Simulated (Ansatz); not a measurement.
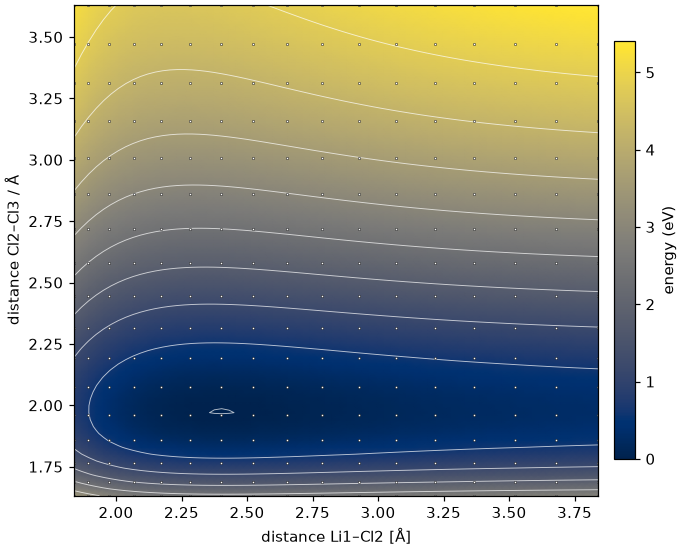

The system Li⁺ + Cl₂. Coordinates scanned: (1) distance Li1–Cl2; (2) distance Cl2–Cl3. Nothing is relaxed (the angle Li1–Cl2–Cl3 is fixed at 120 degrees). The grid has 17 × 17 points. Points are written as (first, second). Energies are in eV, from the lowest grid point. The reference is spin-restricted, so regions where a bond is pulled apart into radicals lie too high. These are results of Ansatz 0.2.0, RHF/def2-TZVPD, not measurements.

The picture shows a smooth colour map with a few white contour lines, dots at the grid points. Between grid points the surface is interpolated.

The lowest grid point is at (2.399 Å, 1.962 Å). It is the only kind of minimum in the scanned range. The highest grid point, (3.840 Å, 3.632 Å), lies 5.40 eV above the lowest.

The level of theory is changed to Ansatz, RKS PBE0-D4/def2-SVPD; with it change the reference geometry, relaxed at the new level.

What will the new map look like?

The minimum (interpolated where it lies between grid points) moves from about (2.399 Å, 1.978 Å) to about (2.384 Å, 2.031 Å). The span from the lowest to the highest grid point shrinks from 5.40 to 4.05 eV. The curvature at the minimum changes from about 1.9 to 2.2 eV/Å² along distance Li1–Cl2 and from about 23 to 17 eV/Å² along distance Cl2–Cl3.

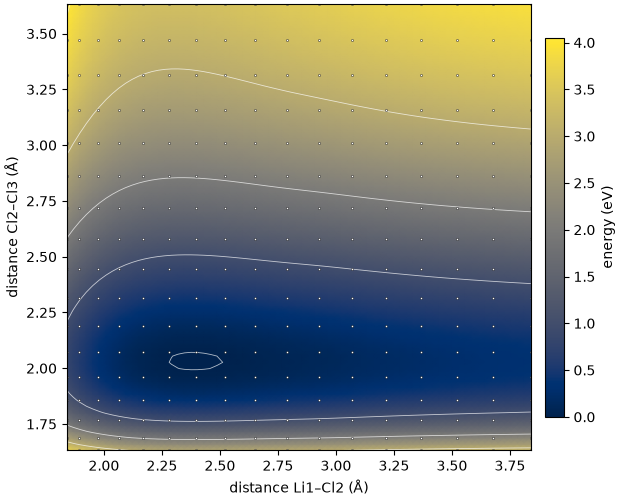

The map after the change, on a colour scale of its own. In the figure: a smooth colour map with a few white contour lines, dots at the grid points. Between grid points the surface is interpolated.
